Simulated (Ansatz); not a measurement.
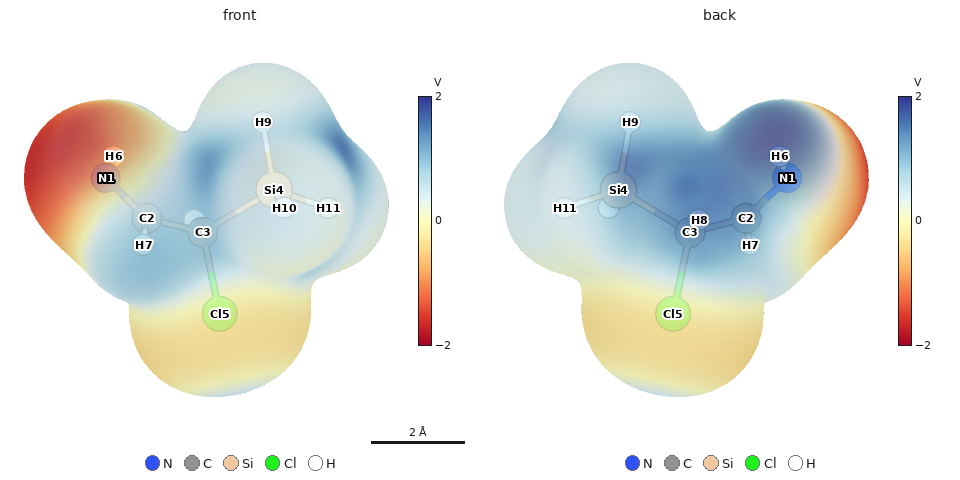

Figure. C₂H₆ClNSi (SMILES N=CC([SiH3])Cl). The molecular electrostatic potential painted on the density surface at 0.002 e/bohr³, seen from the front and from behind; red is negative and blue positive.

Geometry: PBE0-D4/def2-TZVP.

Level of theory: RKS PBE0-D4/def2-TZVPP (Ansatz 0.2.0).

Input

```
crystal:
  periodic: [false, false, false]
  atoms:
    - {symbol: N, position_ang: [0.344136, 0.567172, 2.179749]}
    - {symbol: C, position_ang: [0.790723, 0.050328, 1.118330]}
    - {symbol: C, position_ang: [0.000595, -0.690357, 0.087958]}
    - {symbol: Si, position_ang: [-0.491613, 0.444118, -1.357804]}
    - {symbol: Cl, position_ang: [0.960334, -2.040162, -0.596772]}
    - {symbol: H, position_ang: [-0.653564, 0.377382, 2.298099]}
    - {symbol: H, position_ang: [1.851262, 0.179483, 0.885476]}
    - {symbol: H, position_ang: [-0.894104, -1.128461, 0.535898]}
    - {symbol: H, position_ang: [-1.368480, 1.519794, -0.826745]}
    - {symbol: H, position_ang: [0.742598, 1.026555, -1.936149]}
    - {symbol: H, position_ang: [-1.216686, -0.362949, -2.367540]}
basis:
  gaussian: {orbitals: def2-TZVPP}
hamiltonian: {xc: pbe0, dispersion: d4}
output: {orbitals: {seedname: orbitals}}
```

Command:

```sh
ansatz run in.yaml --threads 4 --pin off --events-out ev --progress --plain --max-ram 10444MiB
```

### Where is the surface potential most negative and most positive?

The most negative region (about −1.8 V) lies over N1, the most positive (about +1.8 V) over H6. Cl5 shows a σ-hole: about +0.5 V at the tip opposite its bond, against about −0.3 V on its flanks. N1 is the likeliest acceptor of a hydrogen bond.
